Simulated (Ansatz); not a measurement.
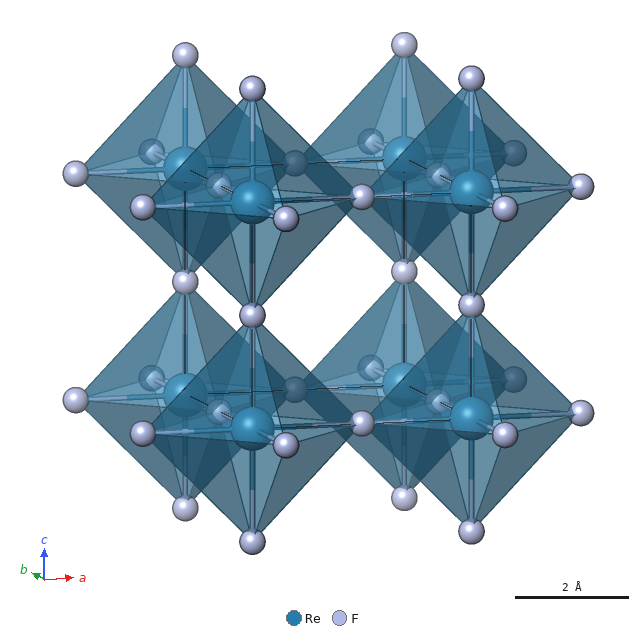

An orthographic polyhedral view of the structure, slightly off an axis. Lines trace the edges of the conventional unit cell. Some atoms of the next cells are drawn as well.

ReF3, ReO₃ type, space group Pm-3m (No. 221), a = 4.073 Å, b = 4.073 Å, c = 4.073 Å, α = 90.00°, β = 90.00°, γ = 90.00°. The model was built from a structure type filled with these elements by a generator (whether the compound takes this form wasn't checked). Earlier steps of the study, as a rule a relaxation of our own, may have changed the cell and positions, so they can lie some per cent off the listed ones. A calculation with Ansatz used it as input.

This one geometry was computed with Ansatz (DFT, plane waves, PAW) at five levels of theory: PBE with spin-orbit coupling, r2SCAN, PBE, PBEsol and LDA.

Q: Which level gives the highest pressure at this volume, and what does that say about its equilibrium volume?

A: Highest: PBE with spin-orbit coupling (1.1 GPa), which points to the largest equilibrium volume. Lowest, with the smallest volume: LDA (-9.4 GPa). Levels within 0.5 GPa of each other can't be told apart.

Q: How does the band gap change with the level of theory?

A: All levels give a metal.

Q: Collect the results in a table.

A:
| level | cutoff (eV) | k-mesh of the run's cell | gap (eV) | pressure (GPa) | absolute moment (μB/atom) |
| --- | --- | --- | --- | --- | --- |
| PBE with spin-orbit coupling | 420 | 10×10×10 | metal | 1.1 | 0.47 |
| r2SCAN | 500 | 10×10×10 | metal | -2.8 | 0.51 |
| PBE | 420 | 10×10×10 | metal | 0.0 | 0.51 |
| PBEsol | 420 | 10×10×10 | metal | -4.4 | 0.49 |
| LDA | 420 | 10×10×10 | metal | -9.4 | 0.36 |

Gaps are taken on the k-mesh or band path of each run.
